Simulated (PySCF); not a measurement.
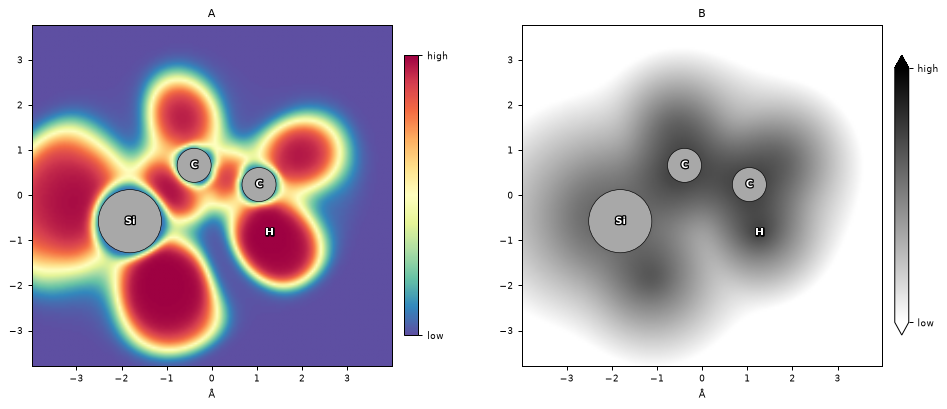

C$_{3}$H$_{7}$Si (SMILES [SiH2-]C1CC1) (charge −1): 2 fields on the plane of atoms C2, C3 and H9, with unlabelled colour scales. Grey discs cover the atomic cores.

Geometry: GFN2-xTB.

Level of theory: PySCF, CAM-B3LYP/def2-SVPD, SCF density, gas phase.

**Which field does each panel show? The fields are: electron density and electron localisation function.**

Panel A: electron localisation function. Panel B: electron density. From the grid: C–C (1.50 Å): ρ is about 1.6 e/Å³ halfway; the ELF peaks at about 0.85 between the atoms; a covalent bond. C–Si (1.89 Å): the density is about 0.91 e/Å³ at the midpoint; the ELF peaks at about 0.95 between the atoms; a covalent bond.
